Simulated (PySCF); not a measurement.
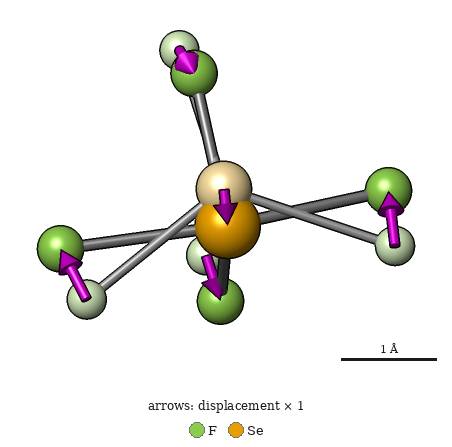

A relaxation of SeF4. The starting structure is drawn faded, the final one solid; purple arrows show the displacements, at their true length. The two geometries are superimposed by the best rigid fit.

A ball-and-stick model, seen at a tilt.

The start comes from GFN2-xTB. Its atoms were then displaced at random by about 0.03 Å.

These are results of PySCF, PBE0-D3(BJ)/def2-SVP geometry optimisation, gas phase, not measurements. 

Question: Which element moves most?

Answer: Fluorine: up to 0.65 Å, against 0.39 Å for selenium.

Question: What did the optimiser do to the structure, and how much energy did it gain?

Answer: The atom that moves furthest after the best rigid fit is an F atom (0.65 Å). By element the largest moves are F 0.65 Å, Se 0.39 Å. Near-neighbour distances that change, for instance: F–Se 1.901 → 1.778 Å, F–Se 1.879 → 1.778 Å, F–Se 1.800 → 1.711 Å, F–Se 1.704 → 1.711 Å. Among the angles between lasting bonds that change: F–Se–F 122.7° → 169.1°, F–Se–F 118.3° → 86.5°, F–Se–F 112.7° → 86.4°. Over 18 geometry steps the energy falls by 24.3 kcal/mol. Cost: 45 s on 1 thread of Intel(R) Xeon(R) Platinum 8488C, on a shared host.
